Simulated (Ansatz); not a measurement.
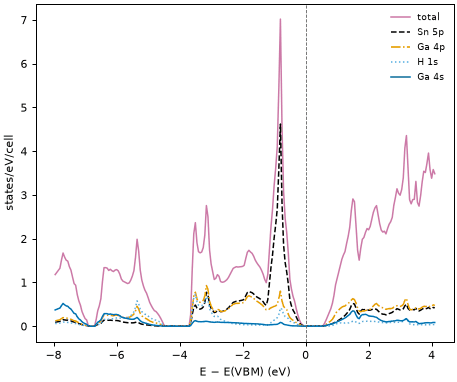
Fig. 1. Total and projected density of states of BaGaSnH in space group P3m1 (No. 156; Ba on 1b, Ga on 1a, Sn on 1c, H on 1a), DFT-PBEsol in the program Ansatz with PAW potentials

Task: Which orbitals carry the states next to the gap?

Result: Top 1 eV of the valence band: Sn 5p 62 %, Ga 4p 14 %, H 1s 7 %, outside the projected shells 8 %. Bottom 1 eV of the conduction band: Ga 4p 29 %, Sn 5p 12 %, Ga 4s 10 %, Sn 5s 9 %, outside the projected shells 33 %. Projections are on Löwdin-orthogonalised atomic valence shells; empty p or d shells of many metals are not among them.

Task: Where is the tallest occupied peak in this window, and what makes it?

Result: Near -0.8 eV, about 7.0 states/eV per cell; the largest projected share is Sn 5p.

The first step of the workflow began from a Materials Project structure, measured or hypothetical; the Crystallography Open Database files this formula in space group No. 156, but the cells were not matched. Whether it is the stable phase at ambient conditions was not checked. The cell was relaxed with PBEsol under the symmetry of its start; its stability against distortions is not shown here. Scalar-relativistic: spin–orbit coupling is off unless named, which matters more the heavier the elements.

Potentials: the later of the program's two PAW sets.
